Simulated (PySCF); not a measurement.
**C5H10AlBO: density, localisation and related maps**

```xyz
18

C     2.6512   -1.1582   -0.4822
O     1.8818   -0.0499   -0.1133
Al    0.9759    1.2442    0.3495
C    -1.0398    1.3774    0.0104
B    -1.2024    0.8786    1.4595
C    -1.4740   -0.6390    1.3031
C    -1.6115   -0.9424    0.0045
C    -1.4709    0.2283   -0.9040
H     2.9837   -1.0522   -1.5177
H     2.0605   -2.0722   -0.3891
H     3.5285   -1.2349    0.1634
H     1.7605    2.3969    0.9800
H    -1.3218    2.3747   -0.3274
H    -1.1378    1.5066    2.4486
H    -1.5844   -1.3942    2.0693
H    -1.8121   -1.9252   -0.4010
H    -2.4299    0.4614   -1.3762
H    -0.7662    0.0064   -1.7159
```

Geometry: GFN2-xTB.

All numbers below come from PBE0/pcSseg-1, SCF density, gas phase, non-relativistic in PySCF 2.14.0.

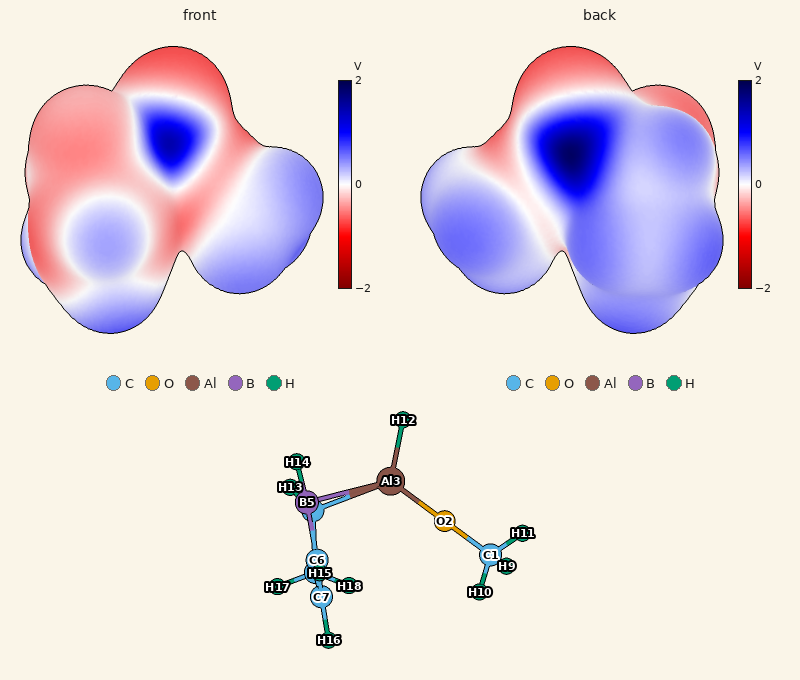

Figure 1. The molecular electrostatic potential painted on the density surface at 0.001 e/bohr³, seen from the front and from behind; the colour scale runs from red (negative) to blue (positive). The bare structure is drawn below in the same view.

Describe the electrostatic potential map.

The most negative region (about −0.7 V) lies over H12, the most positive (about +1.7 V) over Al3.

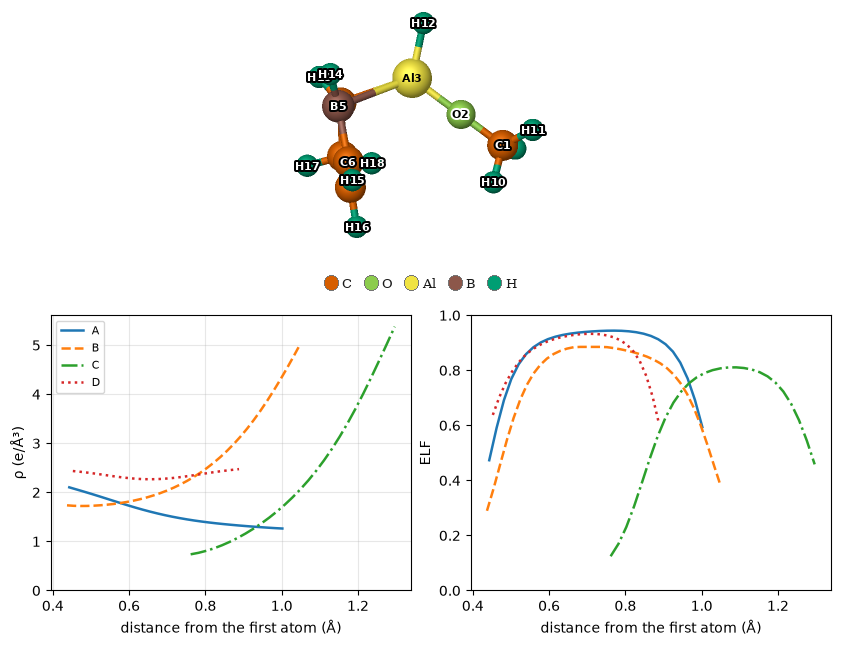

Figure 2. Electron density and ELF along straight lines between neighbouring atoms. The curves leave out the atomic cores. The structure is drawn too.

Which curve belongs to which contact (Al–O, C–B, C–C and C–O)? The first atom named is at distance zero.

Curve A: C–B (1.54 Å): ρ is about 1.4 e/Å³ halfway; the ELF peaks at about 0.95 between the atoms (a covalent bond). Curve B: C–O (1.40 Å): the density is about 2 e/Å³ at the midpoint, with its minimum of 1.7 e/Å³ about 0.5 Å from C; the ELF peaks at about 0.90 between the atoms, as expected for a shared but strongly polarised pair. Curve C: Al–O (1.65 Å): the density is about 0.86 e/Å³ at the midpoint; the ELF peaks at about 0.80 in the valence shell of O, 0.6 Å from its nucleus, and is about 0.30 at the midpoint. Curve D: C–C (1.34 Å): the density is about 2.3 e/Å³ at the midpoint; the ELF peaks at about 0.95 between the atoms (a short, multiple covalent bond).
